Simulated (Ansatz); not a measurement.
# A hypothetical structure for SbMo2N, part 2 of 2

Starting from a made-up structure for SbMo2N, the aim is the relaxed cell, its shortest contacts and, where a second run follows, its electronic structure.

Ansatz 0.2.0; DFT, PBE, plane-wave PAW, files of the set soft_1, scalar-relativistic, no spin, cell and ions relaxed at zero pressure; PAW set soft_1 (the session's first sound run).

So far: The structure; Relaxation of the guess. The relaxed cell has a = 3.336, c = 12.497 Å (conventional setting).

**3. Electronic structure of the relaxed cell**

With the geometry fixed, one more self-consistent run, with a narrower smearing and the mesh shown in its input, gives the bands, and its pressure, and its forces where symmetry allows any, show how far the geometry depends on these settings.

This step: DFT, PBE, plane-wave PAW, files of the set soft_1, scalar-relativistic, no spin, bands and density of states at the relaxed cell; PAW set soft_1 (Ansatz 0.2.0).

input.yaml reads:

```yaml
crystal:
  lattice:
    - [3.3356005273, 0.0, 0.0]
    - [-1.6678002636, 2.8887147935, 0.0]
    - [0.0, 0.0, 12.4969813782]
  atoms:
    - { symbol: Sb, position: [0.6666666667, 0.3333333333, 0.25] }
    - { symbol: Sb, position: [0.3333333333, 0.6666666667, 0.75] }
    - { symbol: Mo, position: [0.3333333333, 0.6666666667, 0.0760500081] }
    - { symbol: Mo, position: [0.6666666667, 0.3333333333, 0.5760500081] }
    - { symbol: Mo, position: [0.3333333333, 0.6666666667, 0.4239499919] }
    - { symbol: Mo, position: [0.6666666667, 0.3333333333, 0.9239499919] }
    - { symbol: "N", position: [0.0, 0.0, 0.5] }
    - { symbol: "N", position: [0.0, 0.0, 0.0] }
kpoints:
  mp_grid: { grid: [10, 10, 4] }
  band_path:
    path:
      - [[0.0, 0.0, 0.0], [0.5, 0.0, 0.0], [0.33333333, 0.33333333, 0.0], [0.0, 0.0, 0.0], [0.0, 0.0, 0.5], [0.5, 0.0, 0.5], [0.33333333, 0.33333333, 0.5], [0.0, 0.0, 0.5]]
      - [[0.5, 0.0, 0.5], [0.5, 0.0, 0.0]]
      - [[0.33333333, 0.33333333, 0.0], [0.33333333, 0.33333333, 0.5]]
    npoints: 8
scf:
  occupations: { method: fermi_dirac, width: 0.03 }
  n_extra_bands: 12
hamiltonian:
  xc: pbe
  pseudopotentials: { kind: paw, azcp: { folder: soft_1 } }
output:
  forces: true
  stress: true
  write_bands: true
  dos: { projected: true }
  write_density: true
  write_potential: true
  elf: true
  volumetric_format: npy
```

Run with:

```sh
> ansatz run input.yaml --threads 4 --pin off --max-ram 10240MiB --backend cpu --events-out ev --progress --plain --runs-dir out
```

Numbers of over 12 decimals in the logs are rounded to 6 here.

What it wrote:

```text
[...]
Crystal: 8 atoms, lattice volume = 120.416 Å³
Basis set: ecut = 420 eV, 2369 PW (Γ), exchange–correlation on 48×48×180 points (8 copies of the dense FFT grid, shifted against one another)
Bands: 60, of which v1, the nominal top of the filled ones, is band 48 counted from 1 (47 counted from 0)
Symmetry: 24 space group operations
[...]
k-points: 42 of 400
[...]
SCF iter   1: F=—  HF=-33565.499362 eV  |F-HF|=—  |Δ(HF+E_count)|=         —  Δρ=9.63e-2  dr2=2.33e1  ethr=3.10e-3  ⟨swp⟩=6.0  Hψ=9014  notcnv=0  defer=2
[...]
SCF iter   8: F=-33561.141299 eV  HF=-33561.141300 eV  |F-HF|=2.34e-8  |Δ(HF+E_count)|=   1.47e-7  Δρ=8.26e-6  dr2=8.98e-8  ethr=1.04e-10  ⟨swp⟩=13.5  Hψ=17678  notcnv=0
SCF 1 converged in 8 iterations: F = -33561.141299 eV  dr2 = 8.98e-8
[...]
NSCF: frozen V_eff on 75 k-points
SCF converged after 8 iterations
Free energy (F): -33561.141299 eV
[...]
Internal energy: -33561.133953 eV  (E = F + TS)
E sigma→0 (E₀):  -33561.137626 eV
Entropy (-TS):   -0.007347 eV (-0.918 meV/atom)
Fermi energy:    18.268452 eV
[...]
--- Forces (eV/Å), atoms counted from 1 ---
  atom   1  Sb    -0.00000000    -0.00000000    -0.00000000
  atom   2  Sb     0.00000000     0.00000000     0.00000000
  atom   3  Mo     0.00000000    -0.00000000     0.07789929
  atom   4  Mo    -0.00000000     0.00000000     0.07789929
  atom   5  Mo     0.00000000    -0.00000000    -0.07789929
  atom   6  Mo    -0.00000000     0.00000000    -0.07789929
  atom   7  N      0.00000000     0.00000000    -0.00000000
  atom   8  N      0.00000000     0.00000000     0.00000000
  max |Σ_I F_I| component: 5.55e-17 eV/Å
--- Stress (GPa, compression-positive) ---
       -0.070399       0.000000      -0.000000
       -0.000000      -0.070399      -0.000000
       -0.000000      -0.000000      -0.156002
  P = ⅓ Tr σ = -0.0989 GPa (-0.989 kbar)
--- Band table (eV; the first three rows and the last of 42) ---
  k-point 0: bands = [... 44 lower, 17.9769, 18.0144, 18.0144, 18.2999, 18.6679, 18.7677, 19.3623, 19.3623, ... 8 higher]
  k-point 1: bands = [... 44 lower, 17.9244, 17.9244, 18.0465, 18.2636, 18.6803, 18.7438, 19.3887, 19.3887, ... 8 higher]
  k-point 2: bands = [... 44 lower, 17.7382, 17.7382, 18.1691, 18.1691, 18.7087, 18.7087, 19.4439, 19.4439, ... 8 higher]
  k-point 41: bands = [... 44 lower, 16.1298, 16.1298, 17.3889, 17.3889, 18.8268, 18.8268, 19.3116, 19.3116, ... 8 higher]
```

It took 7.8 s on 4 threads of Intel Xeon Platinum 8375C at 2.90GHz (Ice Lake), shared host; peak memory 0.77 GiB; 28 s of CPU time.

Reading the cycles: dr2 is the Hartree energy of the density residual (eV), the measure of convergence; HF is the Harris–Foulkes estimate of the energy, which meets the free energy F at convergence.

This step gave:

```yaml
free_energy: -33561.1413 eV
energy_at_zero_smearing: -33561.1376 eV
smearing_term_ts: 0.007347 eV
fermi_energy: 18.27 eV
pressure: -0.09893 GPa
```

From bands.tsv, the bands that come nearest the Fermi level along the path, at its corners, in eV from the Fermi level:

| point | band 45 | band 46 | band 47 | band 48 | band 49 | band 50 | band 51 | band 52 |
| --- | --- | --- | --- | --- | --- | --- | --- | --- |
| Γ | -0.29 | -0.25 | -0.25 | 0.03 | 0.40 | 0.50 | 1.09 | 1.09 |
| M | -0.92 | -0.75 | -0.23 | -0.06 | 0.10 | 0.42 | 0.63 | 1.06 |
| K | -2.03 | -1.41 | -1.41 | -0.70 | -0.47 | 0.95 | 0.95 | 1.11 |
| Γ | -0.29 | -0.25 | -0.25 | 0.03 | 0.40 | 0.50 | 1.09 | 1.09 |
| A | -0.53 | -0.53 | -0.10 | -0.10 | 0.44 | 0.44 | 1.18 | 1.18 |
| L | -0.75 | -0.75 | -0.52 | -0.52 | 0.85 | 0.85 | 0.99 | 0.99 |
| H | -2.17 | -2.17 | -1.03 | -1.03 | 0.57 | 0.57 | 1.08 | 1.08 |
| A | -0.53 | -0.53 | -0.10 | -0.10 | 0.44 | 0.44 | 1.18 | 1.18 |
| L | -0.75 | -0.75 | -0.52 | -0.52 | 0.85 | 0.85 | 0.99 | 0.99 |
| M | -0.92 | -0.75 | -0.23 | -0.06 | 0.10 | 0.42 | 0.63 | 1.06 |
| K | -2.03 | -1.41 | -1.41 | -0.70 | -0.47 | 0.95 | 0.95 | 1.11 |
| H | -2.17 | -2.17 | -1.03 | -1.03 | 0.57 | 0.57 | 1.08 | 1.08 |

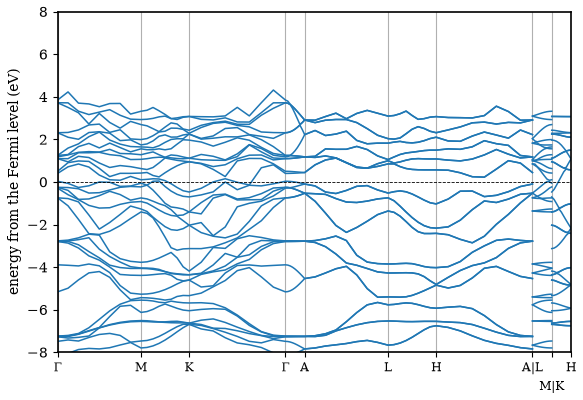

Bands along the path. 30 bands lie wholly below the window drawn.

States per cell as run, both spins, in windows of 1 eV, from dos.tsv (zero at the Fermi level):

```
from  to  total
  -8  -7   4.71
  -7  -6   4.97
  -6  -5   3.63
  -5  -4   4.81
  -4  -3   4.65
  -3  -2   4.14
  -2  -1   2.93
  -1   0   6.18
   0   1   5.42
   1   2   7.86
```

A further 60.0 states lie below the table's range.

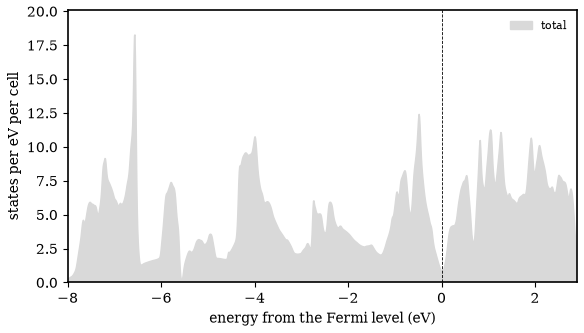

Total density of states, smoothed over about 0.04 eV.

Force by atom:

```
atom  x (eV/Å)  y (eV/Å)  z (eV/Å)    size
 Sb1    0.0000    0.0000    0.0000  0.0000
 Sb2    0.0000    0.0000    0.0000  0.0000
 Mo3    0.0000    0.0000    0.0779  0.0779
 Mo4    0.0000    0.0000    0.0779  0.0779
 Mo5    0.0000    0.0000   -0.0779  0.0779
 Mo6    0.0000    0.0000   -0.0779  0.0779
  N7    0.0000    0.0000    0.0000  0.0000
  N8    0.0000    0.0000    0.0000  0.0000
```

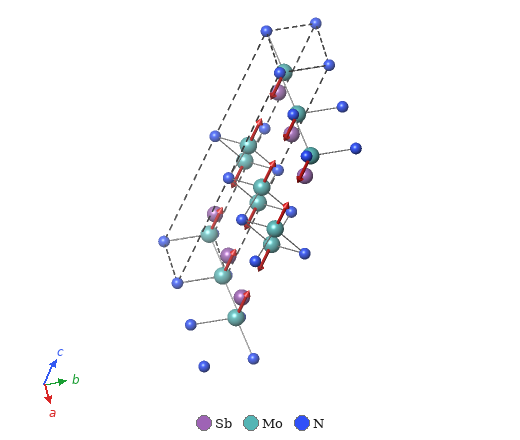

Force as arrows, the longest 0.0779 eV/Å. Bonds to atoms that aren't drawn are left out. 3×1×1 cells are drawn. Some periodic images of atoms are drawn too.

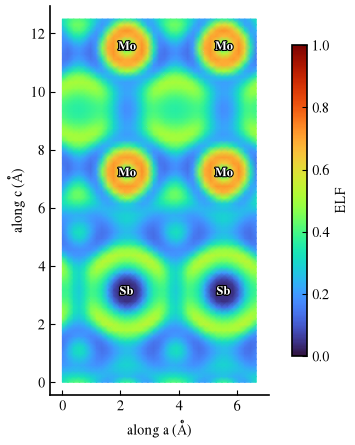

ELF in the ac plane at fractional y = 0.333, with atoms of Sb and Mo within 0.2 Å of it. It is the smooth field of the valence electrons, not physical close to the nuclei.

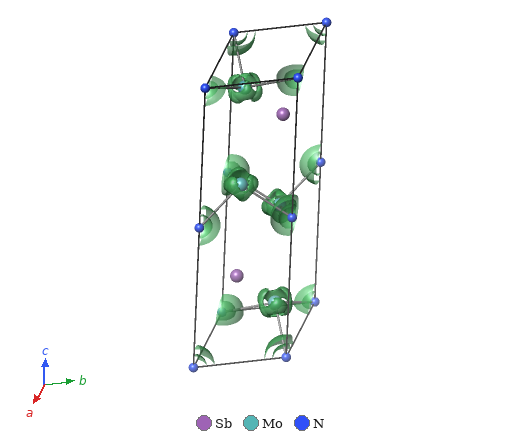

Surface of ELF = 0.72. Bonds to atoms that aren't drawn are left out.

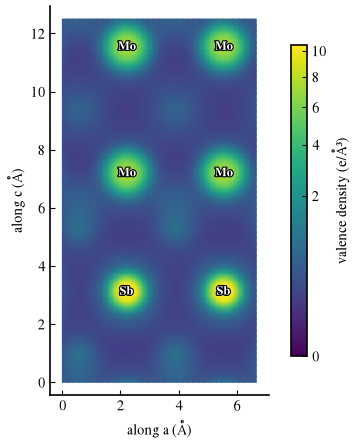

Valence density in the ac plane at fractional y = 0.333, with atoms of Sb and Mo within 0.2 Å of it. It is the smooth field of the valence electrons, not physical close to the nuclei. The colour scale is stretched toward low values.

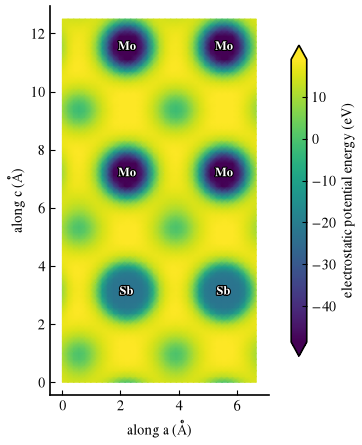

Electrostatic potential energy in the ac plane at fractional y = 0.333, with atoms of Sb and Mo within 0.2 Å of it. With pseudopotentials it is smooth inside the atoms' cores, unlike the true potential.

**4. Summary of results**

```json
{
  "space group, relaxed": "P6_3/mmc",
  "conventional cell": "a = 3.336, b = 3.336, c = 12.497 Å; α = 90.0°, β = 90.0°, γ = 120.0°",
  "volume per atom": "15.05 Å³ (guess 15.87)"
}
```

What this shows: SbMo2N relaxes to P6_3/mmc with a = 3.336, b = 3.336 and c = 12.497 Å. The guessed volume was 5 % too large. The space group P6_3/mmc was held in the relaxation, so the end point is a stationary structure within it and may be a saddle against distortions or other arrangements. Bands cross the Fermi level, so it is a metal or semimetal at this level. Semilocal functionals can close a small real gap, so this isn't settled for compounds with anions. On the 10×10×4 mesh with the narrower smearing (relaxed on 9×9×3) the largest force component is 0.078 eV/Å and the largest stress component is 0.156 GPa, against the relaxation's thresholds of 0.015 eV/Å and 0.05 GPa. The cutoff wasn't tested. Spin-orbit coupling is left out, which can matter for elements this heavy. No dispersion term is used, so weakly bound directions may come out too long. The runs have no spin, and magnetism wasn't tested. Nothing here tests whether the compound is stable against decomposition.

[Logs are printed without paths, hosts, clocks, repeated set-up lines and the standing remarks that a program may print on its own settings, such as how far it seeks lower states.]

[Hosts, paths, dates, database ids (printed as entryN), source tags and the programs' standing remarks are cut or masked in the printed files.]
